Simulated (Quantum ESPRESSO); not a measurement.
# Projected density of states of magnetic K2MnSe2

Aim: the densities of states of K2MnSe2 in the lowest state of several starts.

Main program and level: Quantum ESPRESSO 7.5; PBEsol with U = 4 eV on Mn d (ortho-atomic projectors); plane waves with GBRV 1.5 PBEsol potentials, no spin-orbit coupling.

## (1) Starting point

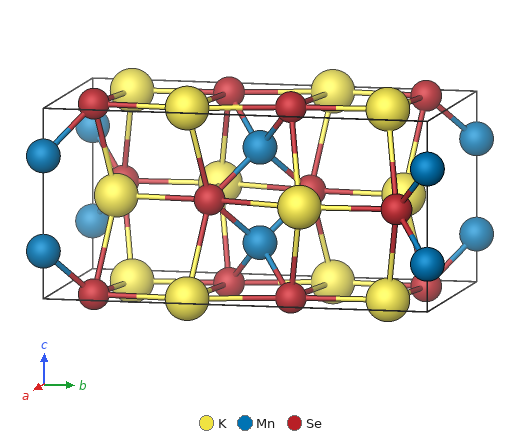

Start, viewed slightly off an axis; potassium yellow, manganese blue, selenium red. This picture shows the conventional cell, with its axes. Some periodic images of atoms are drawn too.

The cell comes from the Crystallography Open Database.

## (2) Ground-state run

This state came out lowest in a comparison of starts that is told elsewhere.

Contents of pw.in:

```
&CONTROL
  calculation = 'scf'
  prefix = 'pwscf'
  outdir = './tmp'
  pseudo_dir = './pseudo'
  disk_io = 'low'
/
&SYSTEM
  ibrav = 0
  celldm(1) = 8
  nat = 10
  ntyp = 4
  ecutwfc = 40
  ecutrho = 280
  nbnd = 63
  occupations = 'smearing'
  smearing = 'fd'
  degauss = 0.00367493
  nspin = 2
  starting_magnetization(1) = 0
  starting_magnetization(2) = 0.3
  starting_magnetization(3) = -0.3
  starting_magnetization(4) = 0
/
&ELECTRONS
  conv_thr = 2d-08
  electron_maxstep = 150
  mixing_beta = 0.3
/
ATOMIC_SPECIES
K      39.0983 k_pbesol_v1.4.uspp.F.UPF
Mn1    54.9380 mn_pbesol_v1.5.uspp.F.UPF
Mn2    54.9380 mn_pbesol_v1.5.uspp.F.UPF
Se     78.9710 se_pbesol_v1.uspp.F.UPF
CELL_PARAMETERS alat
  -0.8463610880668    1.5581972976367    0.7606147651619
   0.8463610880668   -1.5581972976367    0.7606147651619
   0.8463610880668    1.5581972976367   -0.7606147651619
ATOMIC_POSITIONS crystal
K       0.1463900000    0.3393000000    0.4856900000
K       0.8536100000    0.6607000000    0.5143100000
K       0.3536100000    0.8393000000    0.1929100000
K       0.6463900000    0.1607000000    0.8070900000
Mn1     0.2500000000    0.2500000000    0.0000000000
Mn2     0.7500000000    0.7500000000    0.0000000000
Se      0.8940800000    0.1982700000    0.0923500000
Se      0.1059200000    0.8017300000    0.9076500000
Se      0.6059200000    0.6982700000    0.3041900000
Se      0.3940800000    0.3017300000    0.6958100000
K_POINTS automatic
4 4 4 0 0 0
HUBBARD {ortho-atomic}
U Mn1-3d 4.0000
U Mn2-3d 4.0000
```

Launch:

```console
> OMP_NUM_THREADS=1 mpirun -n 4 pw.x -nk 4 -in pw.in > pw.out
```

The log of the run:

```text
Program PWSCF v.7.5 starts

     Message from routine setup:
     using ibrav=0 with symmetry is DISCOURAGED, use correct ibrav instead

     K-points division:     npool     =       4
     Subspace diagonalization in iterative solution of the eigenvalue problem:

     bravais-lattice index     =            0
     lattice parameter (alat)  =       8.0000  a.u.
     unit-cell volume          =    2054.3424 (a.u.)^3
     number of atoms/cell      =           10
     number of atomic types    =            4
     number of electrons       =        90.00
     number of Kohn-Sham states=           63
     kinetic-energy cutoff     =      40.0000  Ry
     charge density cutoff     =     280.0000  Ry
     scf convergence threshold =      2.0E-08
     mixing beta               =       0.3000
     number of iterations used =            8  plain     mixing
     Exchange-correlation= SLA  PW   PSX  PSC
                           (   1   4  10   8   0   0   0)
     Hubbard projectors: ortho-atomic
     Hubbard parameters of DFT+U (Dudarev formulation) in eV:
     U(Mn1-3d) =  4.0000
     U(Mn2-3d) =  4.0000

     Internal variables: lda_plus_u =T, lda_plus_u_kind = 0

     Internal variables: orbital_resolved =F, hub_pot_fix =F, apply_U = F

     celldm(1)=   8.000000  celldm(2)=   0.000000  celldm(3)=   0.000000
     celldm(4)=   0.000000  celldm(5)=   0.000000  celldm(6)=   0.000000

     crystal axes: (cart. coord. in units of alat)
               a(1) = (  -0.846361   1.558197   0.760615 )
               a(2) = (   0.846361  -1.558197   0.760615 )
               a(3) = (   0.846361   1.558197  -0.760615 )

     reciprocal axes: (cart. coord. in units 2 pi/alat)
               b(1) = (  0.000000  0.320884  0.657363 )
               b(2) = (  0.590764 -0.000000  0.657363 )
               b(3) = (  0.590764  0.320884  0.000000 )

     PseudoPot. # 1 for K  read from file:
     k_pbesol_v1.4.uspp.F.UPF
     Pseudo is Ultrasoft + core correction, Zval =  9.0

     PseudoPot. # 2 for Mn read from file:
     mn_pbesol_v1.5.uspp.F.UPF
     Pseudo is Ultrasoft + core correction, Zval = 15.0

     PseudoPot. # 3 for Mn read from file:
     mn_pbesol_v1.5.uspp.F.UPF
     Pseudo is Ultrasoft + core correction, Zval = 15.0

     PseudoPot. # 4 for Se read from file:
     se_pbesol_v1.uspp.F.UPF
     Pseudo is Ultrasoft + core correction, Zval =  6.0

     atomic species   valence    mass     pseudopotential
     K                 9.00    39.09830     K ( 1.00)
     Mn1              15.00    54.93800     Mn( 1.00)
     Mn2              15.00    54.93800     Mn( 1.00)
     Se                6.00    78.97100     Se( 1.00)

     Starting magnetic structure
     atomic species   magnetization
     K               0.000
     Mn1             0.300
     Mn2            -0.300
     Se              0.000

      4 Sym. Ops. (no inversion) found ( 2 have fractional translation)

   Cartesian axes

     site n.     atom                  positions (alat units)
         1        K      tau(   1) = (   0.5743406   0.4562090   0.0000000  )
         2        K      tau(   2) = (   0.2720205   1.1019883   0.7606148  )
         3        K      tau(   3) = (   0.5743406  -0.4562090   0.7606148  )
         4        K      tau(   4) = (   0.2720205   2.0144063   0.0000000  )
         5        Mn1    tau(   5) = (   0.0000000   0.0000000   0.3803074  )
         6        Mn2    tau(   6) = (   0.0000000   0.0000000   1.1409221  )
         7        Se     tau(   7) = (  -0.5107451   1.2281088   0.7606148  )
         8        Se     tau(   8) = (   1.3571062   0.3300885   0.0000000  )
         9        Se     tau(   9) = (   0.3356160   0.3300885   0.7606148  )
        10        Se     tau(  10) = (   0.5107451   1.2281088  -0.0000000  )

     number of k points=    18  Fermi-Dirac smearing, width (Ry)=  0.0037
                       cart. coord. in units 2pi/alat
        k(    1) = (   0.0000000   0.0000000   0.0000000), wk =   0.0156250
        k(    2) = (   0.1476911   0.0802209   0.0000000), wk =   0.0625000
        k(    3) = (  -0.2953822  -0.1604418   0.0000000), wk =   0.0312500
        k(    4) = (   0.1476911  -0.0000000   0.1643407), wk =   0.0625000
        k(    5) = (   0.2953822   0.0802209   0.1643407), wk =   0.1250000
        [... 13 further k-points ...]

     Dense  grid:   162591 G-vectors     FFT dimensions: (  90,  90,  90)

     Smooth grid:    70217 G-vectors     FFT dimensions: (  64,  64,  64)

     Check: negative core charge=   -0.000012
     Generating pointlists ...
     new r_m :   0.3195 (alat units)  2.5559 (a.u.) for type    1
     new r_m :   0.2496 (alat units)  1.9971 (a.u.) for type    2
     new r_m :   0.2496 (alat units)  1.9971 (a.u.) for type    3
     new r_m :   0.2496 (alat units)  1.9971 (a.u.) for type    4

     Initial potential from superposition of free atoms

     starting charge      86.9849, renormalised to      90.0000

     STARTING HUBBARD OCCUPATIONS:

     =================== HUBBARD OCCUPATIONS ===================
     ------------------------ ATOM    5 ------------------------
     Tr[ns(  5)] (up, down, total) =   5.00000  0.00000  5.00000
     Atomic magnetic moment for atom   5 =   5.00000
     [... lines left out ...]
     ------------------------ ATOM    6 ------------------------
     Tr[ns(  6)] (up, down, total) =   0.00000  5.00000  5.00000
     Atomic magnetic moment for atom   6 =  -5.00000
     [... lines left out ...]
     Number of occupied Hubbard levels =   10.0000

     Atomic wfc used for Hubbard projectors are orthogonalized

     Starting wfcs are   74 randomized atomic wfcs

     Self-consistent Calculation

     iteration #  1     ecut=    40.00 Ry     beta= 0.30
     Davidson diagonalization with overlap
     ethr =  1.00E-02,  avg # of iterations =  6.2

     =================== HUBBARD OCCUPATIONS ===================
     ------------------------ ATOM    5 ------------------------
     Tr[ns(  5)] (up, down, total) =   4.61905  0.14519  4.76424
     Atomic magnetic moment for atom   5 =   4.47386
     [... lines left out ...]
     ------------------------ ATOM    6 ------------------------
     Tr[ns(  6)] (up, down, total) =   0.14514  4.61965  4.76479
     Atomic magnetic moment for atom   6 =  -4.47451
     [... lines left out ...]
     Number of occupied Hubbard levels =    9.5290

     total energy              =    -822.95456740 Ry
     estimated scf accuracy    <       3.08656433 Ry

     total magnetization       =     0.00 Bohr mag/cell
     absolute magnetization    =     9.46 Bohr mag/cell

     iteration #  2     ecut=    40.00 Ry     beta= 0.30
     Davidson diagonalization with overlap
     ethr =  3.43E-03,  avg # of iterations =  2.1

     total energy              =    -823.51859948 Ry
     estimated scf accuracy    <       0.23262194 Ry

     total magnetization       =    -0.00 Bohr mag/cell
     absolute magnetization    =     9.74 Bohr mag/cell

     [... further iterations left out ...]

     iteration # 11     ecut=    40.00 Ry     beta= 0.30
     Davidson diagonalization with overlap
     ethr =  2.33E-09,  avg # of iterations =  2.0

     negative rho (up, down):  3.336E-04 3.336E-04

     total energy              =    -823.57884901 Ry
     estimated scf accuracy    <       0.00000050 Ry

     total magnetization       =     0.00 Bohr mag/cell
     absolute magnetization    =     9.74 Bohr mag/cell

     iteration # 12     ecut=    40.00 Ry     beta= 0.30
     Davidson diagonalization with overlap
     ethr =  5.52E-10,  avg # of iterations =  6.1

     negative rho (up, down):  3.333E-04 3.333E-04

     Magnetic moment per site  (integrated on atomic sphere of radius R)
     atom   1 (R=0.319)  charge=  7.9515  magn= -0.0000
     atom   2 (R=0.319)  charge=  7.9515  magn= -0.0000
     atom   3 (R=0.319)  charge=  7.9515  magn= -0.0000
     atom   4 (R=0.319)  charge=  7.9515  magn= -0.0000
     atom   5 (R=0.250)  charge= 13.1450  magn=  4.3440
     atom   6 (R=0.250)  charge= 13.1450  magn= -4.3440
     atom   7 (R=0.250)  charge=  3.9307  magn=  0.0000
     atom   8 (R=0.250)  charge=  3.9307  magn=  0.0000
     atom   9 (R=0.250)  charge=  3.9307  magn=  0.0000
     atom  10 (R=0.250)  charge=  3.9307  magn=  0.0000

     End of self-consistent calculation

     =================== HUBBARD OCCUPATIONS ===================
     ------------------------ ATOM    5 ------------------------
     Tr[ns(  5)] (up, down, total) =   4.94775  0.34817  5.29592
     Atomic magnetic moment for atom   5 =   4.59958
     [... lines left out ...]
     ------------------------ ATOM    6 ------------------------
     Tr[ns(  6)] (up, down, total) =   0.34816  4.94775  5.29591
     Atomic magnetic moment for atom   6 =  -4.59959
     [... lines left out ...]
     Number of occupied Hubbard levels =   10.5918

     [... lines left out ...]
     the Fermi energy is     5.1472 ev

!    total energy              =    -823.57884936 Ry
     estimated scf accuracy    <       0.00000001 Ry
     smearing contrib. (-TS)   =      -0.00000000 Ry
     internal energy E=F+TS    =    -823.57884936 Ry

     The total energy is F=E-TS. E is the sum of the following terms:
     one-electron contribution =    -525.07350384 Ry
     hartree contribution      =     284.06174892 Ry
     xc contribution           =    -206.47896025 Ry
     ewald contribution        =    -376.19765926 Ry
     Hubbard energy            =       0.10952506 Ry

     total magnetization       =    -0.00 Bohr mag/cell
     absolute magnetization    =     9.74 Bohr mag/cell

     convergence has been achieved in  12 iterations

=------------------------------------------------------------------------------=
   JOB DONE.
=------------------------------------------------------------------------------=
```

Run time: 3.4 min. Hardware: 4 MPI ranks of Intel Xeon Platinum 8488C (Sapphire Rapids), shared host; peak memory 1.7 GiB.

Spin moment in the atom's sphere by atom:

```
atom  spin moment in the atom's sphere (μB)
  K1                                   0.00
  K2                                   0.00
  K3                                   0.00
  K4                                   0.00
 Mn5                                   4.34
 Mn6                                  -4.34
 Se7                                   0.00
 Se8                                   0.00
 Se9                                   0.00
Se10                                   0.00
```

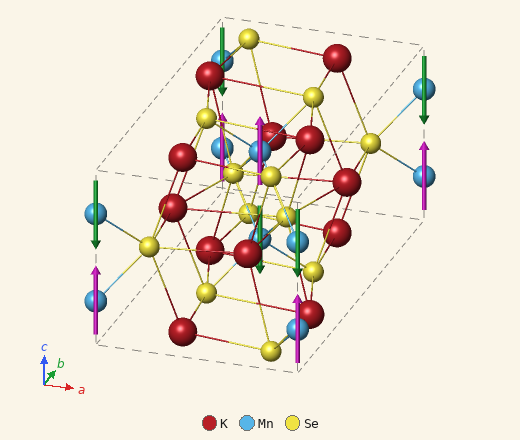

Spin moment in the atom's sphere as arrows, the longest 4.34 μB. Up and down stand for the sign. Arrows give size and sign along the axis of quantisation, drawn up and down the page. The two directions have two colours. Some periodic images of atoms are drawn too.

Numbers from this step:

- smearing term TS: 9.65e-11 eV
- magnetization: 0 μB
- absolute magnetization: 9.745 μB
- final state: antiferromagnetic

[end of part 1 of 2]

[Logs and program files are shortened in this print: banners, set-up blocks, solver, clock and traceback lines can be left out without a mark of their own.]

[Logs are printed without paths, hosts, clocks, repeated set-up lines and the standing remarks that a program may print on its own settings, such as how far it seeks lower states.]

[Hosts, paths, dates, database ids (printed as entryN), source tags and the programs' standing remarks are cut or masked in the printed files.]

[Where a cell is said to come from a database of computed structures, the database is the Materials Project.]
